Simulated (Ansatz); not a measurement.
**Run report: ZrN₄H₉F, nudged elastic band (part 1 of 2)**

ZrN₄H₉F, computed with RKS PBE/def2-SVP (Ansatz 0.2.0).

The run did not end well. It belongs to a series of runs on one base structure; here: band between the two ends.

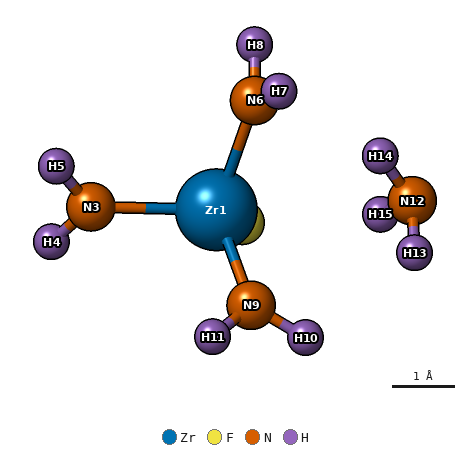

Figure 1. The starting structure (ball-and-stick view, seen at a tilt; atoms are numbered from 1 in the order of the input). Sticks mark near contacts. Bond lengths as drawn: F–Zr 1.95 Å, H–N 1.03 Å and N–Zr 2.04 to 2.06 Å.

**The input**
```yaml
crystal:
  periodic: [false, false, false]
  atoms:
    - { symbol: Zr, position_ang: [0.02419, -0.052184, 0.0079] }
    - { symbol: F, position_ang: [0.259721, -0.19189, 1.943366] }
    - { symbol: "N", position_ang: [1.892264, -0.000815, -0.818647] }
    - { symbol: H, position_ang: [2.695954, -0.542151, -0.4745] }
    - { symbol: H, position_ang: [2.22913, 0.640564, -1.544601] }
    - { symbol: "N", position_ang: [-0.872479, 1.686821, -0.641849] }
    - { symbol: H, position_ang: [-1.558372, 1.800288, -1.396989] }
    - { symbol: H, position_ang: [-0.726673, 2.610127, -0.212537] }
    - { symbol: "N", position_ang: [-0.888409, -1.650239, -0.904439] }
    - { symbol: H, position_ang: [-1.696693, -2.175368, -0.548521] }
    - { symbol: H, position_ang: [-0.500068, -2.179631, -1.693893] }
    - { symbol: "N", position_ang: [-2.807759, 0.097609, 1.541675] }
    - { symbol: H, position_ang: [-3.023023, -0.766656, 1.032767] }
    - { symbol: H, position_ang: [-2.500994, 0.810721, 0.863414] }
    - { symbol: H, position_ang: [-2.032689, -0.087195, 2.189154] }
basis:
  gaussian: { orbitals: def2-SVP }
hamiltonian:
  xc: pbe
neb:
  order_check: false
  images: 5
  f_tol: 0.05
  max_iterations: 60
  final_atoms:
    - { symbol: Zr, position_ang: [-0.12377912, -0.06380961, 0.07562335] }
    - { symbol: F, position_ang: [0.2929782, -0.12335052, 1.9999698] }
    - { symbol: "N", position_ang: [1.80642093, 0.09321351, -0.64434618] }
    - { symbol: H, position_ang: [2.19832369, -0.37683261, -1.46830477] }
    - { symbol: H, position_ang: [2.57077623, 0.61832223, -0.2003644] }
    - { symbol: "N", position_ang: [-0.93991222, 1.595349, -0.86707745] }
    - { symbol: H, position_ang: [-1.80897021, 2.09599888, -0.65018805] }
    - { symbol: H, position_ang: [-0.40804268, 2.17157837, -1.52865582] }
    - { symbol: "N", position_ang: [-0.77508619, -1.80282727, -0.82878634] }
    - { symbol: H, position_ang: [-0.49216733, -2.74811094, -0.53860782] }
    - { symbol: H, position_ang: [-1.37323524, -1.89951535, -1.65727687] }
    - { symbol: "N", position_ang: [-2.36923639, 0.10703211, 1.24945617] }
    - { symbol: H, position_ang: [-3.19537635, -0.16001679, 0.69805477] }
    - { symbol: H, position_ang: [-2.56570519, 1.03343025, 1.65392383] }
    - { symbol: H, position_ang: [-2.32288812, -0.54046027, 2.0488798] }
  initial_path:
    images:
      - { positions_ang: [[0.02419, -0.052184, 0.0079], [0.259721, -0.19189, 1.943366], [1.892264, -0.000815, -0.818647], [2.695954, -0.542151, -0.4745], [2.22913, 0.640564, -1.544601], [-0.872479, 1.686821, -0.641849], [-1.558372, 1.800288, -1.396989], [-0.726673, 2.610127, -0.212537], [-0.888409, -1.650239, -0.904439], [-1.696693, -2.175368, -0.548521], [-0.500068, -2.179631, -1.693893], [-2.807759, 0.097609, 1.541675], [-3.023023, -0.766656, 1.032767], [-2.500994, 0.810721, 0.863414], [-2.032689, -0.087195, 2.189154]] }
      - { positions_ang: [[0.01609833, -0.03396376, 0.00564788], [0.17176362, -0.13765253, 2.07255236], [1.95656644, 0.00698255, -0.7894023], [2.66005356, -0.65825271, -0.62405235], [2.34685087, 0.74212709, -1.32634241], [-0.93114378, 1.72809412, -0.66526198], [-1.72818047, 1.78497241, -1.2637788], [-0.66189632, 2.65166037, -0.39810412], [-0.9359061, -1.69875413, -0.85664504], [-1.6524856, -2.25817974, -0.39703299], [-0.66420855, -2.13001993, -1.72725525], [-2.66631746, 0.05846457, 1.29053509], [-3.04855472, -0.71901902, 0.78599611], [-2.55853611, 0.73204068, 1.11441041], [-1.81000371, -0.06849897, 2.12103339]] }
      - { positions_ang: [[0.00800666, -0.01574352, 0.00339577], [0.08380623, -0.08341506, 2.20173872], [2.02086888, 0.01478011, -0.7601576], [2.62415312, -0.77435442, -0.77360471], [2.46457174, 0.84369018, -1.10808382], [-0.98980857, 1.76936724, -0.68867496], [-1.89798893, 1.76965683, -1.1305686], [-0.59711964, 2.69319375, -0.58367125], [-0.9834032, -1.74726926, -0.80885107], [-1.6082782, -2.34099149, -0.24554497], [-0.82834911, -2.08040887, -1.76061751], [-2.52487592, 0.01932014, 1.03939518], [-3.07408644, -0.67138205, 0.53922523], [-2.61607822, 0.65336036, 1.36540681], [-1.58731841, -0.04980295, 2.05291279]] }
      - { positions_ang: [[-8.5e-05, 0.00247673, 0.00114365], [-0.00415115, -0.02917759, 2.33092507], [2.08517132, 0.02257766, -0.7309129], [2.58825268, -0.89045613, -0.92315706], [2.58229262, 0.94525327, -0.88982522], [-1.04847335, 1.81064036, -0.71208794], [-2.0677974, 1.75434124, -0.99735841], [-0.53234296, 2.73472712, -0.76923837], [-1.0309003, -1.79578438, -0.76105711], [-1.5640708, -2.42380323, -0.09405696], [-0.99248966, -2.0307978, -1.79397976], [-2.38343437, -0.01982429, 0.78825527], [-3.09961816, -0.62374507, 0.29245434], [-2.67362033, 0.57468004, 1.61640322], [-1.36463312, -0.03110692, 1.98479218]] }
      - { positions_ang: [[-0.04131638, -0.01961872, 0.02597022], [0.09489197, -0.06056857, 2.22060665], [1.99225453, 0.04612295, -0.70205733], [2.45827635, -0.71924829, -1.10487296], [2.57845382, 0.83627626, -0.66000495], [-1.01228631, 1.73887657, -0.76375111], [-1.98152167, 1.86822712, -0.88163496], [-0.49090953, 2.54701087, -1.02237752], [-0.94562893, -1.79813201, -0.78363352], [-1.20676964, -2.5319058, -0.24224058], [-1.11940486, -1.98703698, -1.74841213], [-2.37870171, 0.02246118, 0.94198891], [-3.13153756, -0.46916898, 0.42765448], [-2.63764862, 0.72759677, 1.62891009], [-1.68405145, -0.20089137, 2.00615472]] }
      - { positions_ang: [[-0.08254775, -0.04171416, 0.05079678], [0.19393508, -0.09195954, 2.11028823], [1.89933773, 0.06966823, -0.67320176], [2.32830002, -0.54804045, -1.28658887], [2.57461503, 0.72729925, -0.43018468], [-0.97609927, 1.66711278, -0.81541428], [-1.89524594, 1.982113, -0.7659115], [-0.44947611, 2.35929462, -1.27551667], [-0.86035756, -1.80047964, -0.80620993], [-0.84946849, -2.64000837, -0.3904242], [-1.24632005, -1.94327617, -1.7028445], [-2.37396905, 0.06474664, 1.09572254], [-3.16345696, -0.31459289, 0.56285463], [-2.6016769, 0.88051351, 1.64141696], [-2.00346978, -0.37067582, 2.02751726]] }
      - { positions_ang: [[-0.12377912, -0.06380961, 0.07562335], [0.2929782, -0.12335052, 1.9999698], [1.80642093, 0.09321351, -0.64434618], [2.19832369, -0.37683261, -1.46830477], [2.57077623, 0.61832223, -0.2003644], [-0.93991222, 1.595349, -0.86707745], [-1.80897021, 2.09599888, -0.65018805], [-0.40804268, 2.17157837, -1.52865582], [-0.77508619, -1.80282727, -0.82878634], [-0.49216733, -2.74811094, -0.53860782], [-1.37323524, -1.89951535, -1.65727687], [-2.36923639, 0.10703211, 1.24945617], [-3.19537635, -0.16001679, 0.69805477], [-2.56570519, 1.03343025, 1.65392383], [-2.32288812, -0.54046027, 2.0488798]] }
```

Machine: 4 threads of Arm Neoverse V2, 24 GiB of memory available, shared host.

Command:
```bash
ansatz run input.yaml --threads 4 --pin off --max-ram 5120MiB --backend cpu --events-out ev --progress --plain --runs-dir out
```

**What the program printed**
```
Engine: ansatz 0.2.0, aarch64-unknown-linux-gnu
Functional definition: PBE
  parameter kappa = 0.804
  parameter beta = 0.06672455060314922
  exchange = pbe_x(kappa = kappa, mu = beta*pi^2/3)
  correlation = pbe_c(beta = beta)
1636 factors; their error is unknown
mean field evaluation 1: about -10061.5858 eV, gradient 1.3e2 eV
mean field evaluation 2: about -9853.0362 eV, gradient 3.0e2 eV
mean field evaluation 4: about -10092.3231 eV, gradient 2.0e1 eV
mean field evaluation 8: about -10093.3787 eV, gradient 3.5e-1 eV
mean field evaluation 16: about -10093.3111 eV, gradient 2.1e-3 eV
mean field -10093.31112283 eV, -370.9223422721 hartree, gradient 6.0e-5 eV, S^2 0.000000; 0 other end points of the search recorded, 0 dependent functions left out
the calculation of the forces begins
reference -10093.31122070 eV, -370.9223458685 hartree; 29, 29 occupied and 117, 117 virtual orbitals, 1636 factors
1636 factors; their error is unknown
mean field evaluation 32: about -10093.8079 eV, gradient 8.4e-2 eV
mean field -10093.74098450 eV, -370.9381393971 hartree, gradient 4.9e-5 eV, S^2 0.000000; 0 other end points of the search recorded, 0 dependent functions left out
[... from here on the field's lines of each further geometry are left out, up to the last ...]
NEB iter   1: max|band force component| = 4.124e1 eV/Å  barrier→ = 7.0471 eV  barrier← = 7.4769 eV  Δτ_max = 0.2000 Å  (229 SCF iters)
NEB iter   2: max|band force component| = 4.905e0 eV/Å  barrier→ = 1.9087 eV  barrier← = 2.3386 eV  Δτ_max = 0.2000 Å  (182 SCF iters)
NEB iter   3: max|band force component| = 3.286e0 eV/Å  barrier→ = 1.1221 eV  barrier← = 1.5520 eV  Δτ_max = 0.2000 Å  (177 SCF iters)
NEB iter   4: max|band force component| = 1.937e0 eV/Å  barrier→ = 0.7277 eV  barrier← = 1.1575 eV  Δτ_max = 0.2000 Å  (169 SCF iters)
NEB iter   5: max|band force component| = 1.993e0 eV/Å  barrier→ = 0.3380 eV  barrier← = 0.7678 eV  Δτ_max = 0.0997 Å  (158 SCF iters)
NEB iter   6: max|band force component| = 1.141e0 eV/Å  barrier→ = 0.1015 eV  barrier← = 0.5314 eV  Δτ_max = 0.1028 Å  (153 SCF iters)
NEB iter   7: max|band force component| = 1.050e0 eV/Å  barrier→ = 0.0000 eV  barrier← = 0.4299 eV  Δτ_max = 0.1005 Å  (153 SCF iters)
NEB iter   8: max|band force component| = 5.034e-1 eV/Å  barrier→ = 0.0000 eV  barrier← = 0.4299 eV  Δτ_max = 0.2000 Å  (153 SCF iters)
NEB iter   9: max|band force component| = 9.509e-1 eV/Å  barrier→ = 0.0000 eV  barrier← = 0.4299 eV  Δτ_max = 0.1024 Å  (164 SCF iters)
NEB iter  10: max|band force component| = 3.451e-1 eV/Å  barrier→ = -0.1713 eV  barrier← = 0.2586 eV  CI = image 3  Δτ_max = 0.1499 Å  (154 SCF iters)
NEB iter  11: max|band force component| = 2.988e-1 eV/Å  barrier→ = -0.1885 eV  barrier← = 0.2414 eV  CI = image 3  Δτ_max = 0.1505 Å  (152 SCF iters)
NEB iter  12: max|band force component| = 1.955e-1 eV/Å  barrier→ = -0.2020 eV  barrier← = 0.2278 eV  CI = image 3  Δτ_max = 0.0880 Å  (152 SCF iters)
NEB iter  13: max|band force component| = 2.003e-1 eV/Å  barrier→ = -0.2116 eV  barrier← = 0.2183 eV  CI = image 3  Δτ_max = 0.0444 Å  (156 SCF iters)
NEB iter  14: max|band force component| = 1.454e-1 eV/Å  barrier→ = -0.2162 eV  barrier← = 0.2137 eV  CI = image 3  Δτ_max = 0.0443 Å  (153 SCF iters)
NEB iter  15: max|band force component| = 1.164e-1 eV/Å  barrier→ = -0.2211 eV  barrier← = 0.2087 eV  CI = image 3  Δτ_max = 0.0882 Å  (155 SCF iters)
NEB iter  16: max|band force component| = 1.293e-1 eV/Å  barrier→ = -0.2291 eV  barrier← = 0.2007 eV  CI = image 3  Δτ_max = 0.0443 Å  (152 SCF iters)
NEB iter  17: max|band force component| = 1.368e-1 eV/Å  barrier→ = -0.2314 eV  barrier← = 0.1984 eV  CI = image 3  Δτ_max = 0.0222 Å  (152 SCF iters)
NEB iter  18: max|band force component| = 9.921e-2 eV/Å  barrier→ = -0.2326 eV  barrier← = 0.1973 eV  CI = image 3  Δτ_max = 0.0222 Å  (156 SCF iters)
NEB iter  19: max|band force component| = 5.067e-2 eV/Å  barrier→ = -0.2335 eV  barrier← = 0.1964 eV  CI = image 3  Δτ_max = 0.0222 Å  (157 SCF iters)
NEB iter  20: max|band force component| = 4.596e-2 eV/Å  barrier→ = -0.2344 eV  barrier← = 0.1955 eV  CI = image 3  Δτ_max = 0.0222 Å  (160 SCF iters)
NEB iter  21: max|band force component| = 4.571e-2 eV/Å  barrier→ = -0.2352 eV  barrier← = 0.1947 eV  CI = image 3  Δτ_max = 0.0444 Å  (31 SCF iters)
NEB iter  22: max|band force component| = 4.569e-2 eV/Å  barrier→ = -0.2366 eV  barrier← = 0.1933 eV  CI = image 3  Δτ_max = 0.0888 Å  (30 SCF iters)
NEB iter  23: max|band force component| = 1.393e-1 eV/Å  barrier→ = -0.2387 eV  barrier← = 0.1911 eV  CI = image 3  Δτ_max = 0.0888 Å  (30 SCF iters)
NEB iter  24: max|band force component| = 1.022e-1 eV/Å  barrier→ = -0.2400 eV  barrier← = 0.1899 eV  CI = image 3  Δτ_max = 0.0888 Å  (148 SCF iters)
NEB iter  25: max|band force component| = 8.352e-2 eV/Å  barrier→ = -0.2408 eV  barrier← = 0.1891 eV  CI = image 3  Δτ_max = 0.0887 Å  (151 SCF iters)
NEB iter  26: max|band force component| = 8.777e-2 eV/Å  barrier→ = -0.2416 eV  barrier← = 0.1882 eV  CI = image 3  Δτ_max = 0.0445 Å  (150 SCF iters)
NEB iter  27: max|band force component| = 6.783e-2 eV/Å  barrier→ = -0.2423 eV  barrier← = 0.1875 eV  CI = image 3  Δτ_max = 0.0443 Å  (152 SCF iters)
NEB iter  28: max|band force component| = 5.097e-2 eV/Å  barrier→ = -0.2428 eV  barrier← = 0.1870 eV  CI = image 3  Δτ_max = 0.0444 Å  (153 SCF iters)
NEB iter  29: max|band force component| = 6.032e-2 eV/Å  barrier→ = -0.2433 eV  barrier← = 0.1865 eV  CI = image 3  Δτ_max = 0.0222 Å  (152 SCF iters)
NEB iter  30: max|band force component| = 5.368e-2 eV/Å  barrier→ = -0.2438 eV  barrier← = 0.1861 eV  CI = image 3  Δτ_max = 0.0222 Å  (155 SCF iters)
the calculation of the forces begins
reference -10093.70911911 eV, -370.9369683655 hartree; 29, 29 occupied and 117, 117 virtual orbitals, 1636 factors
1636 factors; their error is unknown
mean field evaluation 1248: about -10093.5554 eV, gradient 6.2e-3 eV
mean field -10093.55539240 eV, -370.9313190130 hartree, gradient 1.7e-5 eV, S^2 0.000000; 1 other end points of the search recorded, 0 dependent functions left out
the calculation of the forces begins
reference -10093.55549025 eV, -370.9313226090 hartree; 29, 29 occupied and 117, 117 virtual orbitals, 1636 factors
NEB iter  31: max|band force component| = 4.171e-2 eV/Å  barrier→ = -0.2443 eV  barrier← = 0.1856 eV  CI = image 3  Δτ_max = 0.0000 Å  (323 SCF iters)
```

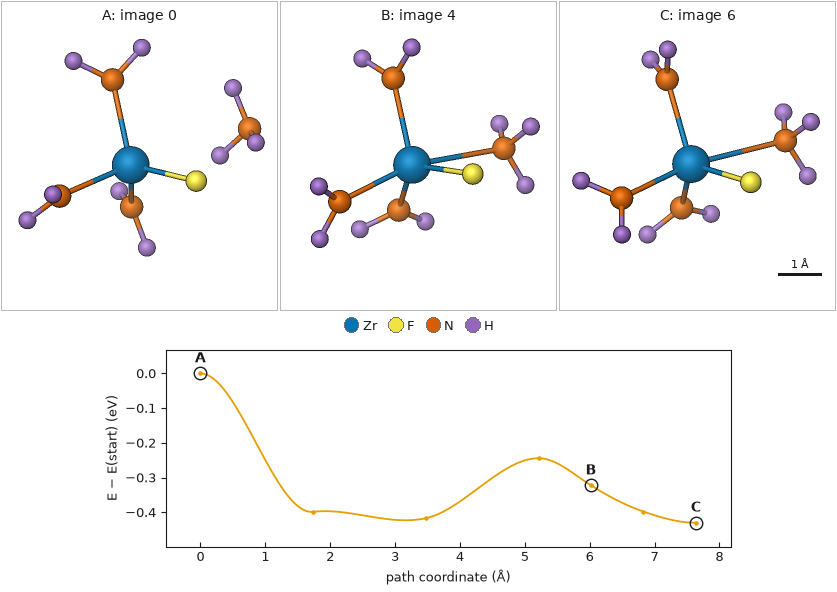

Figure 2. Images of the last band (counted from 0; ball-and-stick, seen at a tilt) above the energy along the path; the line is a cubic interpolation that uses the forces. No image lies above both ends; the end is 0.430 eV below the start. A local maximum stands at image 3, −0.244 eV from the start. The path is 7.64 Å long. The band had not converged after 31 iterations.
